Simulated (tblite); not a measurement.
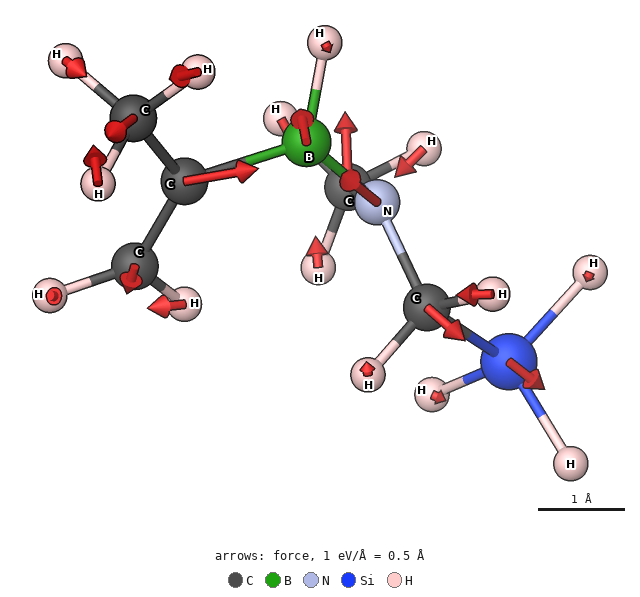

Starting geometry of C₅H₁₄BNSi with the computed forces as red arrows. The picture is a ball-and-stick view, seen from a free direction.

Theory: tblite 0.8.0, GFN2-xTB geometry optimisation, gas phase. 

### Is this structure relaxed? If not, where do the atoms go?

It isn't relaxed: the largest force vector, on the N atom, is 2.02 eV/Å. The final displacements have little in common with the starting forces (cosine between the two patterns 0.04). The largest move after the best rigid fit is that of an H atom, 1.97 Å. Largest moves by element: H 1.97 Å, C 1.26 Å, B 1.02 Å, Si 0.94 Å, N 0.45 Å. Near-neighbour distances that change, for instance: C–Si 2.800 → 3.324 Å, B–N 1.473 → 1.381 Å, C–Si 1.873 → 1.916 Å, C–H 1.130 → 1.087 Å. Among the angles between lasting bonds that change: N–C–H 116.7° → 107.9°, H–C–H 122.7° → 115.6°, B–N–C 117.0° → 123.5°. Groups turn about C–C by about 45°, C–Si by about 30°. The energy falls by 1.958 eV in 256 geometry steps. Cost: 2.5 s on 1 thread of Intel(R) Xeon(R) CPU @ 2.60GHz, with other jobs on the host.
